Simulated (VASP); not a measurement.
# SnPPt with LDA: from relaxation to properties

Wanted: the relaxed cell of SnPPt and its properties. The steps: full relaxation (LDA), second relaxation, density, ELF and potential (LDA), band structure (LDA), density of states (LDA), volume scan with LDA, fit for LDA, independent-particle dielectric function (LDA) and bands along the symmetry lines (LDA), changed input. The cell is invented: it takes the structure of a Materials Project entry for SrPPt (space group 187 there), with some of its atoms replaced by other elements, volume scaled by an estimate. It may not be a known or stable phase.

Program: VASP 6.6.1. Level of theory: LDA; plane waves and PAW (Pt, Sn_d, P); invented cell. Results are calculated unless marked as measured.

**1. Set-up**

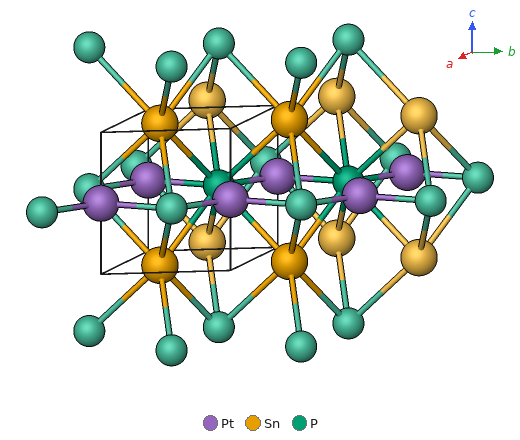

The cell as given, slightly off an axis (platinum purple, tin orange, phosphorus teal). 1×2×1 cells are drawn. Some periodic images of atoms are drawn too.

Coordinates:

```xyz
3
Lattice="4.0773 0.0000 0.0000 -2.0386 3.5310 0.0000 0.0000 0.0000 4.4919" Properties=species:S:1:pos:R:3 pbc="T T T"
Pt    0.0000    0.0000    2.2460
Sn    2.0386    1.1770    0.0000
P     0.0000    2.3540    2.2460
```

**2. Full relaxation (LDA)**

The start need not lie at this functional's minimum. ISIF = 3 frees volume, shape and positions, and EDIFFG sets the threshold on forces and stress at which the search stops. LDA, the lowest rung, knows the local density alone.

INCAR

```
SYSTEM = SnPPt
PREC = Accurate
ENCUT = 400
EDIFF = 1E-06
NELM = 100
ISMEAR = 0
SIGMA = 0.05
LREAL = .FALSE.
ALGO = Normal
GGA = CA
NBANDS = 20
LORBIT = 11
LWAVE = .FALSE.
LCHARG = .FALSE.
IBRION = 2
NSW = 60
ISIF = 3
EDIFFG = -0.01
```

POSCAR

```
SnPPt
1.0
    4.0772930000      0.0000000000      0.0000000000
   -2.0386470000      3.5310400000      0.0000000000
    0.0000000000      0.0000000000      4.4919240000
Pt Sn P
1 1 1
Direct
    0.0000000000      0.0000000000      0.5000000000
    0.6666666700      0.3333333300      0.0000000000
    0.3333333300      0.6666666700      0.5000000000
```

KPOINTS

```
Automatic mesh
0
Gamma
6 6 5
0 0 0
```

The projector-augmented-wave data sets are Pt, Sn_d and P (LDA family, release 64).

Started as:

```
> mpirun -np 1 vasp_std
```

What it wrote:

```text
[banner, memory and clock lines left out]
running    1 mpi-ranks, on    1 nodes
 distrk:  each k-point on    1 cores,    1 groups
 distr:  one band on    1 cores,    1 groups

 POSCAR found type information on POSCAR PtSnP
 POSCAR found :  3 types and       3 ions
 LDA part: xc-table for (Slater(with rela. corr.)+CA(PZ))
 , standard interpolation
 POSCAR, INCAR and KPOINTS ok, starting setup
 FFT: planning ... GRIDC
 FFT: planning ... GRID_SOFT
 FFT: planning ... GRID
 WAVECAR not read
 entering main loop
       N       E                     dE             d eps       ncg     rms          rms(c)
DAV:   1     0.205323364120E+03    0.20532E+03   -0.12270E+04   864   0.156E+03
DAV:   2     0.155225421860E+01   -0.20377E+03   -0.19448E+03   876   0.404E+02
DAV:   3    -0.184106779236E+02   -0.19963E+02   -0.19199E+02   992   0.111E+02
DAV:   4    -0.190837787383E+02   -0.67310E+00   -0.67042E+00   936   0.213E+01
DAV:   5    -0.191037111542E+02   -0.19932E-01   -0.19927E-01  1152   0.388E+00    0.112E+01
DAV:   6    -0.186422321897E+02    0.46148E+00   -0.34430E+00   900   0.116E+01    0.603E+00
DAV:   7    -0.185243711342E+02    0.11786E+00   -0.75414E-01   936   0.593E+00    0.328E+00
DAV:   8    -0.184932478154E+02    0.31123E-01   -0.85826E-02   972   0.187E+00    0.619E-01
DAV:   9    -0.184918434181E+02    0.14044E-02   -0.87510E-03   988   0.713E-01    0.243E-01
DAV:  10    -0.184917099704E+02    0.13345E-03   -0.12263E-03   972   0.328E-01    0.644E-02
DAV:  11    -0.184916734882E+02    0.36482E-04   -0.18364E-04   956   0.113E-01    0.252E-02
DAV:  12    -0.184916749720E+02   -0.14838E-05   -0.10031E-05   964   0.244E-02    0.113E-02
DAV:  13    -0.184916745083E+02    0.46374E-06   -0.10752E-06   532   0.102E-02
   1 F= -.18491675E+02 E0= -.18490691E+02  d E =-.184917E+02
 curvature:   0.00 expect dE= 0.000E+00 dE for cont linesearch  0.000E+00
 trial: gam= 0.00000 g(F)=  0.670E-44 g(S)=  0.554E+00 ort = 0.000E+00 (trialstep = 0.100E+01)
 search vector abs. value=  0.554E+00
 bond charge predicted
       N       E                     dE             d eps       ncg     rms          rms(c)
DAV:   1    -0.270307289947E+02   -0.85391E+01   -0.15344E+02   968   0.135E+02    0.221E+01
DAV:   2    -0.198340284711E+02    0.71967E+01   -0.39033E+01   924   0.634E+01    0.686E+00
DAV:   3    -0.186674509547E+02    0.11666E+01   -0.38828E+00  1020   0.230E+01    0.306E+00
DAV:   4    -0.184413199759E+02    0.22613E+00   -0.77334E-01  1128   0.993E+00    0.110E+00
DAV:   5    -0.184223059791E+02    0.19014E-01   -0.51245E-02  1008   0.178E+00    0.633E-01
DAV:   6    -0.184169386939E+02    0.53673E-02   -0.95527E-03  1100   0.740E-01    0.163E-01
DAV:   7    -0.184168673376E+02    0.71356E-04   -0.12340E-03  1016   0.342E-01    0.544E-02
DAV:   8    -0.184168284609E+02    0.38877E-04   -0.19970E-04   964   0.129E-01    0.165E-02
DAV:   9    -0.184168277075E+02    0.75346E-06   -0.15861E-05   940   0.323E-02    0.486E-03
DAV:  10    -0.184168274904E+02    0.21704E-06   -0.13860E-06   516   0.123E-02
   2 F= -.18416827E+02 E0= -.18416180E+02  d E =0.748470E-01
[... from here on, the cycles between the ionic steps are left out ...]
   3 F= -.18630477E+02 E0= -.18629987E+02  d E =-.138802E+00
   4 F= -.18630548E+02 E0= -.18630059E+02  d E =-.138874E+00
   5 F= -.18637677E+02 E0= -.18637101E+02  d E =-.712870E-02
   6 F= -.18641914E+02 E0= -.18640739E+02  d E =-.113657E-01
   7 F= -.18642131E+02 E0= -.18640923E+02  d E =-.115833E-01
   8 F= -.18642133E+02 E0= -.18640926E+02  d E =-.115847E-01
   9 F= -.18642077E+02 E0= -.18640875E+02  d E =0.558720E-04
 trial-energy change:    0.000056  1 .order    0.000054   -0.000117    0.000225
 step:   0.4166(harm=  0.4166)  dis= 0.00000  next Energy=   -18.642153 (dE=-0.200E-04)
 bond charge predicted
       N       E                     dE             d eps       ncg     rms          rms(c)
DAV:   1    -0.186429899192E+02   -0.91291E-03   -0.16902E-02   968   0.162E+00    0.178E-01
DAV:   2    -0.186422985224E+02    0.69140E-03   -0.36119E-03   924   0.579E-01    0.882E-02
DAV:   3    -0.186421828633E+02    0.11566E-03   -0.35946E-04   964   0.204E-01    0.389E-02
DAV:   4    -0.186421530313E+02    0.29832E-04   -0.11643E-04  1172   0.127E-01    0.945E-03
DAV:   5    -0.186421515414E+02    0.14899E-05   -0.66297E-06   908   0.272E-02    0.670E-03
DAV:   6    -0.186421510416E+02    0.49983E-06   -0.10114E-06   440   0.937E-03
  10 F= -.18642151E+02 E0= -.18640946E+02  d E =-.181545E-04
 curvature:  -0.21 expect dE=-0.123E-06 dE for cont linesearch -0.116E-06
 trial: gam= 0.00000 g(F)=  0.569E-43 g(S)=  0.589E-06 ort =-0.733E-05 (trialstep = 0.106E+01)
 search vector abs. value=  0.589E-06
 reached required accuracy - stopping structural energy minimisation
```

It took 83 s on 1 MPI rank of Intel Xeon Platinum 8488C (Sapphire Rapids), shared host; peak memory 0.16 GiB.

The logs omit lines about the potential files and the build; timing stands in the text.

OUTCAR, selected parts (step 2):

```text
ion  position               nearest neighbor table
   1  0.000  0.000  0.500-   3 2.35   3 2.35   3 2.35   2 3.25   2 3.25   2 3.25   2 3.25   2 3.25
                             2 3.25
   2  0.667  0.333  0.000-   3 3.25   3 3.25   1 3.25   1 3.25   1 3.25   1 3.25   3 3.25   3 3.25
                             3 3.25   3 3.25   1 3.25   1 3.25
   3  0.333  0.667  0.500-   1 2.35   1 2.35   1 2.35   2 3.25   2 3.25   2 3.25   2 3.25   2 3.25
                             2 3.25

  LATTYP: Found a hexagonal cell.
 ALAT       =     4.0772930000
 C/A-ratio  =     1.1016927162

 Subroutine GETGRP returns: Found 12 space group operations
 (whereof 12 operations were pure point group operations)

The static configuration has the point symmetry D_3h.

 Found     21 irreducible k-points:

   k-points           NKPTS =     21   k-points in BZ     NKDIM =     21   number of bands    NBANDS=     20

   dimension x,y,z NGX =    28 NGY =   28 NGZ =   30
   dimension x,y,z NGXF=    56 NGYF=   56 NGZF=   60

   ENCUT  =  400.0 eV  29.40 Ry    5.42 a.u.   6.65  6.65  7.33*2*pi/ulx,y,z

   NELECT =      29.0000    total number of electrons

 k-points in reciprocal lattice and weights: Automatic mesh
   0.00000000  0.00000000  0.00000000       0.006
   0.16666667 -0.00000000  0.00000000       0.033
   0.33333333 -0.00000000  0.00000000       0.033
   0.50000000  0.00000000  0.00000000       0.017
   0.16666667  0.16666667  0.00000000       0.033
   0.33333333  0.16666667  0.00000000       0.067
   0.33333333  0.33333333  0.00000000       0.011
   0.00000000  0.00000000  0.20000000       0.011
   0.16666667 -0.00000000  0.20000000       0.067
[...]
0.33333333  0.16666667  0.40000000       0.133
   0.33333333  0.33333333  0.40000000       0.022

 average (electrostatic) potential at core
       1 -65.8174       2 -98.0176       3 -81.6534

 E-fermi :   8.5023

 k-point     1 :       0.0000    0.0000    0.0000
  band No.  band energies     occupation
    ...
      9       2.3564      2.00000
     10       4.9317      2.00000
     11       5.3746      2.00000
     12       5.3746      2.00000
     13       6.9640      2.00000
     14      10.5432      0.00000
     15      10.5432      0.00000
     16      11.0932      0.00000
     17      11.7012      0.00000
     18      11.7012      0.00000
    ...

 k-point     2 :       0.1667   -0.0000    0.0000
  band No.  band energies     occupation
    ...
     10       4.2646      2.00000
     11       5.3351      2.00000
     12       6.4419      2.00000
     13       6.8194      2.00000
     14       8.1276      2.00000
     15       9.0186      0.00000
     16      11.2403      0.00000
     17      12.5258      0.00000
     18      12.8881      0.00000
     19      12.9046      0.00000
    ...

 k-point     3 :       0.3333   -0.0000    0.0000
  band No.  band energies     occupation
    ...
     11       4.9929      2.00000
     12       5.2582      2.00000
     13       7.2867      2.00000
     14       7.3052      2.00000
     15       7.8349      2.00000
     16      10.9692      0.00000
     17      11.2636      0.00000
     18      12.7453      0.00000
     19      13.1383      0.00000
     20      16.6942      0.00000

  Total       -0.0042332     -0.0042332     -0.0008939      0.0000000     -0.0000000     -0.0000000
  in kB       -0.1149376     -0.1149377     -0.0242722      0.0000000     -0.0000000     -0.0000000
  external PRESSURE =      -0.0847158 kB  Pullay stress =       0.0000000 kB

  energy-cutoff  :      400.00
  volume of cell :       59.01
      direct lattice vectors                 reciprocal lattice vectors
     3.997059607  0.000000012  0.000000000     0.250183909  0.144443756 -0.000000000
    -1.998530283  3.461555796  0.000000000    -0.000000001  0.288887442 -0.000000000
     0.000000000  0.000000000  4.264829642    -0.000000000 -0.000000000  0.234475954

 POSITION                                       TOTAL-FORCE (eV/Angst)
 -----------------------------------------------------------------------------------
      3.99706      0.00000      2.13241         0.000000     -0.000000     -0.000000
      1.99853      1.15385      4.26483        -0.000000      0.000000     -0.000000
     -0.00000      2.30770      2.13241         0.000000      0.000000      0.000000
 -----------------------------------------------------------------------------------
    total drift:                               -0.000005      0.000009      0.000000

  FREE ENERGIE OF THE ION-ELECTRON SYSTEM (eV)
  ---------------------------------------------------
  free  energy   TOTEN  =       -18.6421510416 eV

  energy  without entropy=      -18.6397402332  energy(sigma->0) =      -18.64094564

 reached required accuracy - stopping structural energy minimisation

 total charge
# of ion       s       p       d       tot
------------------------------------------
    1        0.741   0.636   8.200   9.576
    2        1.389   0.729   9.999  12.117
    3        1.057   1.374   0.000   2.432
--------------------------------------------------
tot          3.188   2.739  18.199  24.125

[... 3 further parts left out ...]
```

CONTCAR:

```
SnPPt
   1.00000000000000
     3.9970596069976700    0.0000000118349808    0.0000000000000000
    -1.9985302834103873    3.4615557960493057    0.0000000000000000
     0.0000000000000000    0.0000000000000000    4.2648296424686052
  Pt              Sn              P
     1     1     1
Direct
     1.0000000000000000    0.0000000000000000    0.5000000000000000
     0.6666666699999979    0.3333333300000021    1.0000000000000000
     0.3333333300000021    0.6666666699999979    0.5000000000000000
```

This run has no spin polarisation. Its electron count is odd, so without a moment it is a metal by construction. The k-mesh is coarse for a metal. After so large a change of volume the plane waves of the start cell no longer fit, so the final stress carries a basis-set error. The run keeps the 12 symmetry operations of its start, so it cannot find a distortion of lower symmetry.

The steps of the relaxation:

| step | energy less that of the first step (eV) | largest force (eV/Å) | pressure (GPa) | volume (Å³) |
| --- | --- | --- | --- | --- |
| 1 | 0.0000 | 0.0000 | -8.34 | 64.67 |
| 2 | 0.0748 | 0.0000 | 13.95 | 54.73 |
| 3 | -0.1388 | 0.0000 | -0.38 | 59.92 |
| 4 | -0.1389 | 0.0000 | -0.17 | 59.82 |
| 5 | -0.1460 | 0.0000 | -0.16 | 59.52 |
| 6 | -0.1502 | 0.0000 | 0.03 | 59.09 |
| 7 | -0.1505 | 0.0000 | 0.11 | 58.97 |
| 8 | -0.1505 | 0.0000 | 0.12 | 58.96 |
| 9 | -0.1504 | 0.0000 | -0.23 | 59.11 |
| 10 | -0.1505 | 0.0000 | -0.01 | 59.01 |

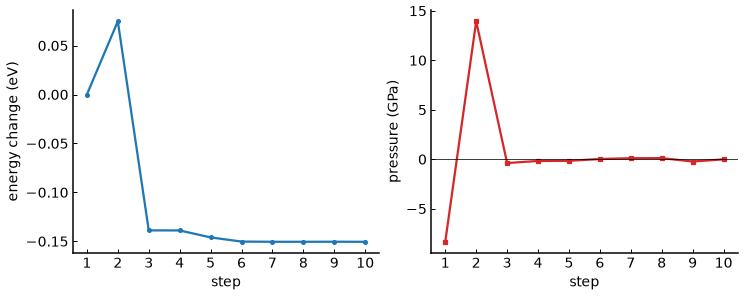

Energy and pressure along the relaxation.

| conventional cell, symmetrised | before | after | change |
| --- | --- | --- | --- |
| a (Å) | 4.077 | 3.997 | -2.0 % |
| b (Å) | 4.077 | 3.997 | -2.0 % |
| c (Å) | 4.492 | 4.265 | -5.1 % |
| volume (Å³/atom) | 21.56 | 19.67 | -8.8 % |

The relaxed structure:

```xyz
3
Lattice="3.9971 0.0000 0.0000 -1.9985 3.4616 0.0000 0.0000 0.0000 4.2648" Properties=species:S:1:pos:R:3 pbc="T T T"
Pt    0.0000    0.0000    2.1324
Sn    1.9985    1.1539    0.0000
P     0.0000    2.3077    2.1324
```

This step gave:

```yaml
electrons: 29
bands: 20
irreducible_k_points: 21
symmetry_operations: 12
free_energy_toten: -18.64 eV
energy_at_zero_smearing: -18.64 eV
fermi_energy: 8.502 eV
pressure: -0.008472 GPa
metallic: yes
scf_cycles_over_all_ionic_steps: 77
```

It ends with forces that vanish by symmetry and a pressure of -0.01 GPa.

[end of part 1 of 5]

[Lines on the potential files, build, host, timing and source positions are cut from VASP's logs without a mark.]

[Logs are printed without paths, hosts, clocks, repeated set-up lines and the standing remarks that a program may print on its own settings, such as how far it seeks lower states.]

[Hosts, paths, dates, database ids (printed as entryN), source tags and the programs' standing remarks are cut or masked in the printed files.]

[A measured line is paired with the nearest computed mode of its activity, which favours agreement.]

[In band tables of VASP the shares of atoms and orbitals are scaled to a sum of 1 inside the atoms' spheres.]
